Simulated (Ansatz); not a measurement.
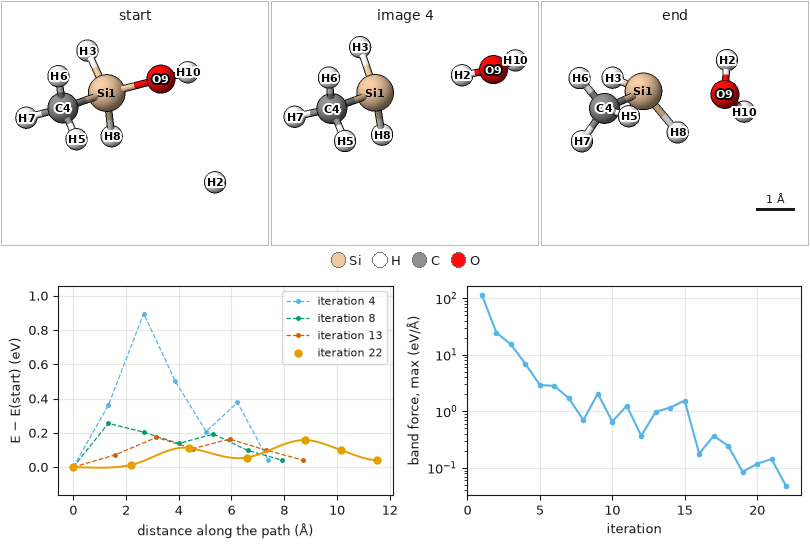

A search for the minimum-energy path of CH7OSi (multiplicity 2), made up at the start of CH6OSi and H by the nudged elastic band. Images are numbered from 0 (start) to 6 (end). The plot follows the band through its iterations. The picture is a ball-and-stick view, seen at a tilt.

The calculation used UKS PBE0-D4/6-31G* in Ansatz 0.2.0. Settings: 5 movable images; climbing image; force threshold 0.05 eV/Å; iteration limit 60; starting path through a guess of the saddle point.

Question: Did the band converge, and can the barrier be trusted?

Answer: The run is converged, with reservations. The band converged in 22 iterations. The largest component of the band force went from 110 to 0.048 eV/Å. The climbing image converged on the top of the path. Its vibrational analysis gives one imaginary mode (153i cm⁻¹), as a transition state must have. The first iteration put the highest image at 16.437 eV. The highest point, image 4, lies 0.158 eV above the start and 0.117 eV above the end; the end is at +0.041 eV relative to the start. The profile has 2 maxima (images 2, 4) with a dip at image 3 (+0.056 eV), so the process runs in steps.

Limits of the set-up: the start holds two separate molecules, 3.1 Å apart at their closest, whose relative position is a soft coordinate.

Cost: 2.4 min on 1 thread of AMD EPYC 9R45 96-Core Processor (Zen 5) (shared host), peak memory 0.18 GiB.
